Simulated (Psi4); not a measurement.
**Si2H2OF2 (SMILES F[Si]1(F)O[SiH2]1): wB97M-V/def2-SVP**

Aim: the vertical singlet–triplet gap of Si2H2OF2 at wB97M-V/def2-SVP, from 2 runs. 

The results are computed with Psi4 1.11.

1 further run of the same task is left out (set aside as unsound or not needed). Runs told in other sessions of the task aren't counted.

### Step 1. The structure to begin with

The species is Si2H2OF2 (7 atoms), meant as a singlet with charge 0. SMILES: `F[Si]1(F)O[SiH2]1`. The shape is that of a PBE0-D4/def2-TZVP optimisation.

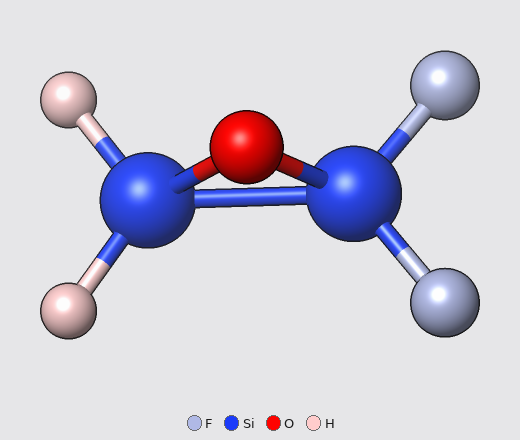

The structure, seen from a chosen angle (fluorine light blue, silicon blue, oxygen red, hydrogen pink).

### Step 2. The energy at wB97M-V/def2-SVP

File f2h2osi2.json:

```json
{
 "schema_name": "qcschema_input",
 "schema_version": 1,
 "molecule": {
  "schema_name": "qcschema_molecule",
  "schema_version": 2,
  "symbols": ["F", "Si", "F", "O", "Si", "H", "H"],
  "geometry": [0.80162182, -3.04642749, 3.20081811, 0.07162062, -1.938859, 0.52931229, -0.36698481, -4.32369337, -1.20772397, 2.08531278, 0.14720967, -0.60868078, -0.57598852, 2.00046408, -0.43992824, -0.3822916, 4.13623254, 1.36060281, -1.51707213, 2.8965722, -2.92057173],
  "molecular_charge": 0,
  "molecular_multiplicity": 1,
  "fix_symmetry": "c1"
 },
 "driver": "energy",
 "model": {
  "method": "wb97m-v",
  "basis": "def2-SVP"
 },
 "keywords": {
  "puream": true,
  "e_convergence": 1e-09,
  "d_convergence": 1e-08,
  "scf_type": "pk",
  "dft_radial_points": 99,
  "dft_spherical_points": 590
 }
}
```

On the command line:

```bash
$ psi4 --qcschema f2h2osi2.json -n 1 --memory 2200MB
```

stdout:

```text
[...]
  Running in c1 symmetry.
[...]
  Nuclear repulsion =  309.676526495094549
[...]
  Multiplicity = 1
[...]
  Nalpha       = 28
  Nbeta        = 28
[...]
    Number of basis functions: 88
[...]
   @RKS iter   1:  -854.54224979819548   -4.13078e-01   7.81130e-03 ADIIS/DIIS
[...]
   @RKS iter  11:  -854.72564311608437   -3.08091e-11   9.74169e-09 DIIS
[...]
    Orbital Energies [Eh]
    ---------------------
    Doubly Occupied:
       1A    -66.498559     2A    -66.448383     3A    -24.921991
       4A    -24.921981     5A    -19.355194     6A     -5.537483
       7A     -5.494775     8A     -3.856523     9A     -3.856088
      10A     -3.854100    11A     -3.814286    12A     -3.811796
      13A     -3.810616    14A     -1.333059    15A     -1.310557
      16A     -1.126727    17A     -0.686393    18A     -0.665275
      19A     -0.619760    20A     -0.600234    21A     -0.586106
      22A     -0.556631    23A     -0.546768    24A     -0.544382
      25A     -0.510298    26A     -0.504269    27A     -0.431804
      28A     -0.356797
[...]
  @RKS Final Energy:  -854.72564311608437
   => Energetics <=
    Nuclear Repulsion Energy =            309.6765264950945493
    One-Electron Energy =               -1801.7213531481315840
    Two-Electron Energy =                 691.3416357033128179
    DFT Exchange-Correlation Energy =     -54.2529356050862290
    Empirical Dispersion Energy =           0.0000000000000000
    VV10 Nonlocal Energy =                  0.2304834387260511
    Total Energy =                       -854.7256431160843704
[...]
 Multipole Moments:
 ------------------------------------------------------------------------------------
     Multipole            Electronic (a.u.)      Nuclear  (a.u.)        Total (a.u.)
 ------------------------------------------------------------------------------------
 L = 1.  Multiply by 2.5417464519 to convert [e a0] to [Debye]
 Dipole X            :          0.5355514           -1.1641693           -0.6286179
 Dipole Y            :         -6.5000723            7.1914608            0.6913885
 Dipole Z            :          1.7408230           -1.7743852           -0.0335622
 Magnitude           :                                                    0.9350427
[...]
```

The result, in JSON:

```text
{
 "driver": "energy",
 "model": {
  "method": "wb97m-v",
  "basis": "def2-SVP"
 },
 "success": true,
 "return_result": -854.7256431160844,
 "properties": {
  "calcinfo_nbasis": 88,
  "calcinfo_nmo": 88,
  "calcinfo_nalpha": 28,
  "calcinfo_nbeta": 28,
  "calcinfo_natom": 7,
  "nuclear_repulsion_energy": 309.67652649509455,
  "return_energy": -854.7256431160844,
  "scf_one_electron_energy": -1801.7213531481316,
  "scf_two_electron_energy": 691.3416357033128,
  "scf_vv10_energy": 0.2304834387260511,
  "scf_xc_energy": -54.25293560508623,
  "scf_dipole_moment": [-0.62861786339411, 0.6913884576058029, -0.03356221911601964],
  "scf_total_energy": -854.7256431160844,
  "scf_iterations": 11
 }
}
```

Wall time 93 s (1 thread of Intel Xeon Platinum 8488C (Sapphire Rapids), shared host); peak memory 1.3 GiB.

### Step 3. The triplet at the same level

File job.py:

```python
import psi4

psi4.set_memory(2200000000)
psi4.set_num_threads(1)
psi4.core.set_output_file('psi4.out', False)

molecule = psi4.geometry("""
0 3
F      0.424200    -1.612100     1.693800
Si     0.037900    -1.026000     0.280100
F     -0.194200    -2.288000    -0.639100
O      1.103500     0.077900    -0.322100
Si    -0.304800     1.058600    -0.232800
H     -0.202300     2.188800     0.720000
H     -0.802800     1.532800    -1.545500
units angstrom
symmetry c1
""")

psi4.set_options({
    'basis': 'def2-SVP',
    'reference': 'uks',
    'puream': True,
    'e_convergence': 1e-09,
    'd_convergence': 1e-08,
    'scf_type': 'pk',
    'dft_radial_points': 99,
    'dft_spherical_points': 590,
    'maxiter': 100,
})

result, w = psi4.energy('WB97M-V', return_wfn=True)
print(f'total energy {result:.8f} hartree = {result * 27.211386:.5f} eV')
```

On the command line:

```bash
$ python job.py
```

psi4.out:

```text
[...]
  Running in c1 symmetry.
[...]
  Nuclear repulsion =  309.676526440965517
[...]
  Multiplicity = 3
[...]
  Nalpha       = 29
  Nbeta        = 27
[...]
    Number of basis functions: 88
[...]
   @UKS iter   1:  -854.39225666188918   -2.63085e-01   7.27895e-03 ADIIS/DIIS
[...]
   @UKS iter  16:  -854.56770775590348   -3.63798e-12   6.06521e-09 DIIS
[...]
   @S^2 Observed:                2.003144140E+00
[...]
    Orbital Energies [Eh]
    ---------------------
    Alpha Occupied:
       1A    -66.509578     2A    -66.442435     3A    -24.928075
       4A    -24.928058     5A    -19.422354     6A     -5.553314
       7A     -5.492387     8A     -3.872854     9A     -3.870451
      10A     -3.870204    11A     -3.813831    12A     -3.810129
      13A     -3.806938    14A     -1.341378    15A     -1.318789
      16A     -1.187359    17A     -0.713364    18A     -0.691125
      19A     -0.633162    20A     -0.627157    21A     -0.596410
      22A     -0.578622    23A     -0.569648    24A     -0.555923
      25A     -0.541581    26A     -0.527862    27A     -0.447247
      28A     -0.418821    29A     -0.200241
    Alpha Virtual:
[...]
  @UKS Final Energy:  -854.56770775590348
   => Energetics <=
    Nuclear Repulsion Energy =            309.6765264409655174
    One-Electron Energy =               -1800.8625024784280413
    Two-Electron Energy =                 690.6290910909739296
    DFT Exchange-Correlation Energy =     -54.2410906416310041
    Empirical Dispersion Energy =           0.0000000000000000
    VV10 Nonlocal Energy =                  0.2302678322161031
    Total Energy =                       -854.5677077559034842
  UHF NO Occupations:
  HONO-2 :   27  A 1.9990437
  HONO-1 :   28  A 1.0000000
[...]
 Multipole Moments:
 ------------------------------------------------------------------------------------
     Multipole            Electronic (a.u.)      Nuclear  (a.u.)        Total (a.u.)
 ------------------------------------------------------------------------------------
 L = 1.  Multiply by 2.5417464519 to convert [e a0] to [Debye]
 Dipole X            :          0.9180478           -1.1641693           -0.2461215
 Dipole Y            :         -6.8356372            7.1914608            0.3558236
 Dipole Z            :          1.7366567           -1.7743852           -0.0377285
 Magnitude           :                                                    0.4342921
[...]
```

On the terminal:

```text
total energy -854.56770776 hartree = -23253.97176 eV
```

It took 2.3 min on 1 thread of Intel Xeon Platinum 8488C (Sapphire Rapids), shared host; peak memory 1.3 GiB.

### Step 4. Results

At wB97M-V/def2-SVP:

```
                                        quantity          value
                           singlet: total energy  -854.72564 Eh
                          singlet: dipole moment         2.38 D
                            singlet: HOMO energy       -9.71 eV
                            singlet: LUMO energy        0.65 eV
                          singlet: HOMO–LUMO gap       10.36 eV
                           triplet: total energy  -854.56771 Eh
                          triplet: dipole moment         1.10 D
     triplet: HOMO energy (highest over α and β)       -5.45 eV
      triplet: LUMO energy (lowest over α and β)       -3.50 eV
                                   triplet: ⟨S²⟩          2.003
vertical energy of the triplet above the singlet       4.298 eV
```

In words: At this shape the triplet lies 4.30 eV (415 kJ/mol) above the singlet.
